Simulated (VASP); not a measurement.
Band structure of BaTe (rock salt). These are PBE GGA, VASP's PBE PAW potentials (set 64) (plane waves; VASP) values and carry that method's errors.

Unless said otherwise, spin-orbit coupling is left out, though it shifts the bands of the heavy elements here.

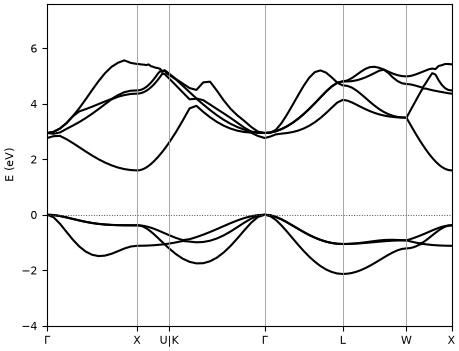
Bands along high-symmetry lines, zero at the valence-band maximum or, without a gap, the Fermi level

Q: Read the plot: is there a gap, and where are the band edges?

A: The gap is indirect, 1.60 eV, from the valence maximum at Γ to the conduction minimum at X. (Edges off the drawn lines would not show.)

The compound is BaTe in the rock salt structure. It was relaxed first.
